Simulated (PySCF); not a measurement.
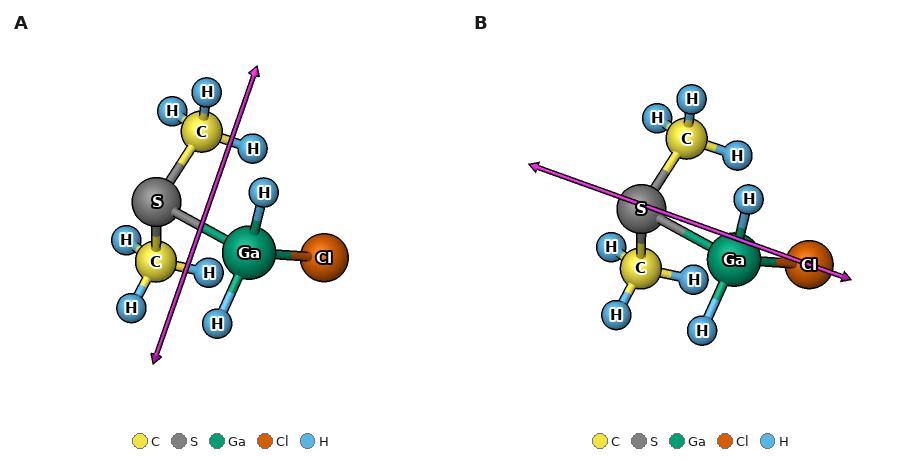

The double arrows show the directions of two transition dipoles from the ground state (lengths mean nothing). The computed structure is the end point of a PBE0-D3(BJ)/def2-SVP optimisation. No frequency run is at hand to confirm it as a minimum. Level of theory: TDDFT PBE0/def2-TZVPD, vertical, gas phase, core orbitals frozen in the response (PySCF 2.14.0).

One belongs to singlet state 6 and one to singlet state 7. Which is which?

A: state 7, 7.03 eV (176 nm), oscillator strength 0.024, mainly HOMO → LUMO+3 (weight 0.75).
B: state 6, 6.82 eV (182 nm), oscillator strength 0.064, mainly HOMO−1 → LUMO+2 (weight 0.81).
